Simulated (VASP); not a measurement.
Band structure of PbSe (rock salt). Method: revPBE GGA, VASP's PBE PAW potentials (set 64) (plane waves; VASP).

Unless said otherwise, spin-orbit coupling is left out, though it shifts the bands of the heavy elements here.

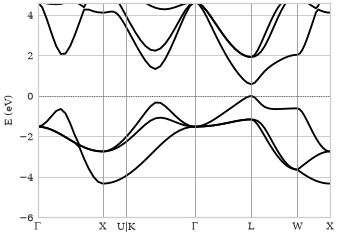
*Bands along high-symmetry lines, zero at the valence-band maximum or, without a gap, the Fermi level*

Question: Read the plot: is there a gap, and where are the band edges?

Answer: The gap is direct, 0.58 eV, from the valence maximum at L to the conduction minimum at L. (Edges off the drawn lines would not show.)

The compound is PbSe in the rock salt structure. It was relaxed first, which changed the volume by +8 %.
